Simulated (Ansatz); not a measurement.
Hypothetical CdI2 type OsO2: response to strain

Start from OsO2 in the CdI2 type structure (space group P-3m1, No. 164; a = 2.769 Å, c = 5.101 Å; a hypothetical phase, not in the database extracts checked; layered, stacked along the Cartesian z axis; relaxed with 0.1 eV smearing). Axes: x lies along a and z along c of the hexagonal cell.

Strains are applied to the cell and any free atomic positions relax; under biaxial strain the out-of-plane vector relaxes too.

Calculations: PBE-D3(BJ) in Ansatz (plane waves to 420 eV, PAW, scalar-relativistic without spin-orbit coupling).

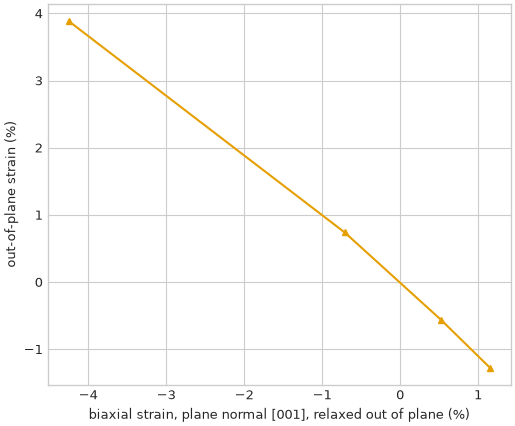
Figure. Out-of-plane strain against biaxial strain, plane normal [001], relaxed out of plane

### Question
From the plot, what is the out-of-plane strain for biaxial strain −4.25 %, plane normal [001], relaxed out of plane?

### Answer
About 3.9 %.

### Question
Is the trend monotonic over the range shown?

### Answer
Yes, it falls throughout, spanning -1.27 % to +3.89 %.

No phonon test of stability was made. No Hubbard U is applied, and correlation can decide whether such a compound is a metal. All final runs are without spin polarisation.

Ansatz is an electronic-structure program.
